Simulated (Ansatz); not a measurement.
## Electronic structure of CH$_{5}$B···H$_{4}$OSi in real space

```xyz
13

B     0.1035    0.4712    0.3072
C    -0.0289    0.2571    1.8800
H    -0.9523   -0.2237    2.1912
H     0.8206   -0.2529    2.3294
H    -0.0455    1.2520    2.3320
H     1.1761    0.6245   -0.1861
H    -0.8653    0.6362   -0.3648
O     0.1057   -2.1333    0.2009
Si   -0.9559   -3.2313   -0.4376
H    -0.5679   -4.6094   -0.0814
H    -2.3208   -2.9928    0.0727
H    -0.9201   -3.0638   -1.8957
H     0.0692   -1.9436    1.1510
```

Not at a stationary point (largest force 1.4 eV/Å).

The calculation used RHF/6-31G* (Ansatz).

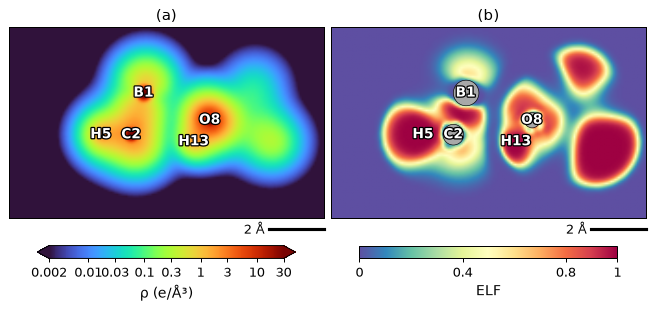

Figure 1. (a) electron density; (b) electron localisation function on the plane of atoms B1, C2 and H5. Grey discs cover the atomic cores in the ELF map.

### Describe what can be read from this map.

- The plane passes through B, C, H and O nuclei.
- B1···O8 (2.61 Å): the density falls to about 0.08 e/Å³ on the way; the ELF is about 0.10 at the midpoint.
- C–B (1.59 Å): ρ at the midpoint is about 1.4 e/Å³; the ELF peaks at about 1 between the atoms, as expected for a covalent bond.
- O–H (0.97 Å): ρ is about 3.5 e/Å³ halfway; the ELF climbs to about 1 towards the hydrogen, as it does in any bond to H (a covalent bond by its length).
- C–H (1.09 Å): ρ is about 1.9 e/Å³ halfway; the ELF climbs to about 1 towards the hydrogen: an ordinary covalent bond to hydrogen.

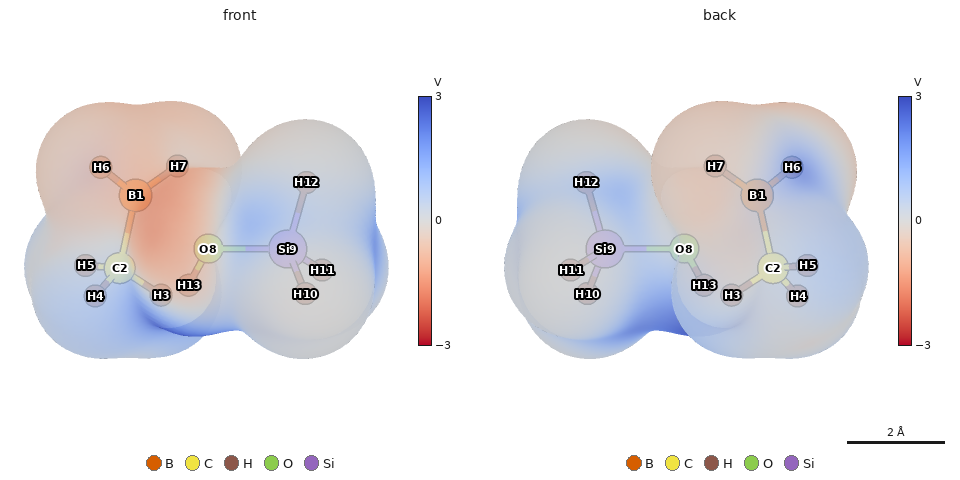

Figure 2. The electrostatic potential painted on the density surface at 0.002 e/bohr³, seen from the front and from behind; red is negative and blue positive.

### Describe the electrostatic potential map.

The most negative region (about −1.4 V) lies over O8, the most positive (about +2.7 V) over H13. O8 is the likeliest acceptor of a hydrogen bond.

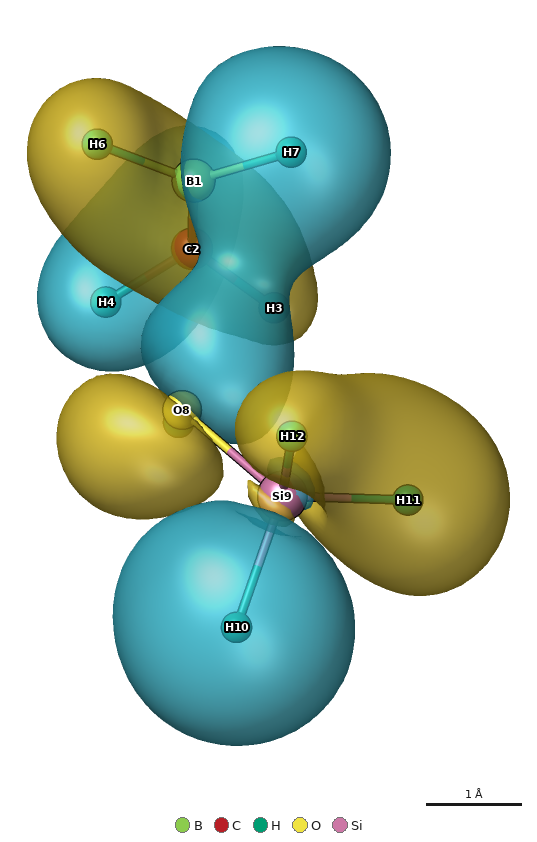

Figure 3. The HOMO−1 at ±0.06 Å⁻³ᐟ² (yellow and cyan are the two phases), seen at an oblique angle.

### What is the character of this orbital?

Its weight (Hirshfeld) is mainly on Si9 (about 20 %), H10 (about 20 %), O8 (about 15 %), B1 (about 10 %), C2 (about 10 %) and H11 (about 10 %). Its energy is −12.53 eV.

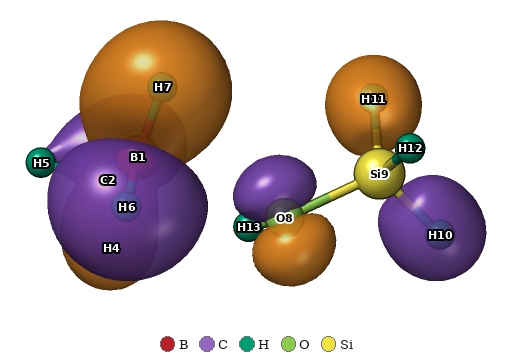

Figure 4. The HOMO at ±0.08 Å⁻³ᐟ² (orange and purple are the two phases), seen from one side.

### What is the character of this orbital?

Its weight (Hirshfeld) is mainly on B1 (about 30 %), H6 (about 20 %), H7 (about 15 %), C2 (about 10 %) and O8 (about 5 %). Its energy is −12.43 eV.
